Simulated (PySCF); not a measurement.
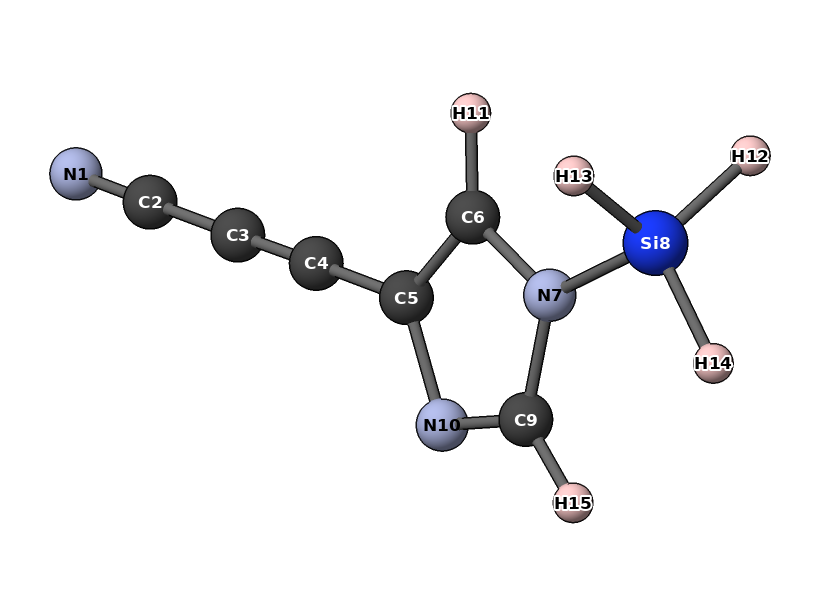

The questions are on isotropic NMR shieldings of the N atoms. The computed structure is the end point of a GFN2-xTB optimisation. No frequency run is at hand to confirm it as a minimum. Method: GIAO PBE0/pcSseg-1 NMR shielding, non-relativistic, gas phase (PySCF 2.14.0).

List the isotropic NMR shieldings of the N atoms.

```tsv
atom	σ (ppm)
N1	−49.4
N7	87.1
N10	−54.6
```

The geometry is semi-empirical. Around Si such bond lengths and angles can be off by a tenth of an ångström or more and by several degrees, and values that hang on the shape move with them.
